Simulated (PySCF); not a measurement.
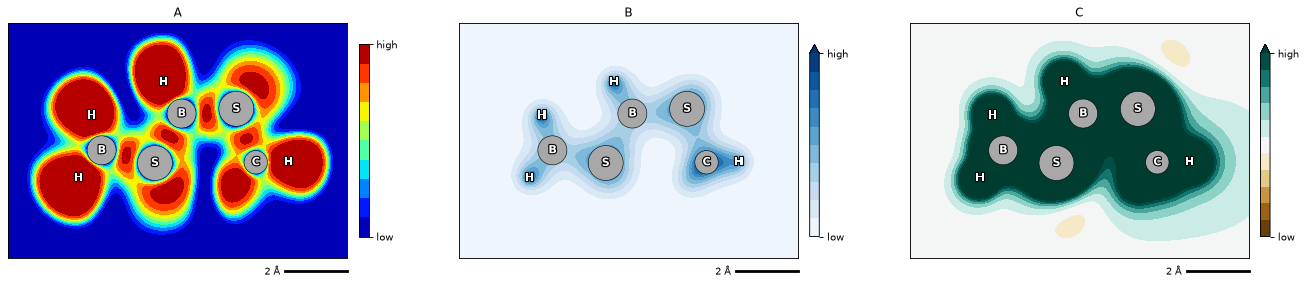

CH5B2FS2 (SMILES BSBSCF): 3 fields on the plane of atoms S2, B3 and S4, with unlabelled colour scales. Grey discs cover the atomic cores.

Geometry: GFN2-xTB.

Level of theory: PBE0/pcSseg-1, SCF density, gas phase, non-relativistic in PySCF 2.14.0.

### Which field does each panel show? The fields are: electron density, electron localisation function and electrostatic potential.

Panel A: electron localisation function. Panel B: electron density. Panel C: electrostatic potential (strongly positive close to the atoms and fading to about zero outside). From the grid: B–S (1.76 Å): ρ is about 1.3 e/Å³ halfway; the ELF peaks at about 0.95 between the atoms: a covalent bond. C–S (1.84 Å): ρ is about 1.2 e/Å³ halfway; the ELF peaks at about 0.95 between the atoms (localised, covalent bonding).
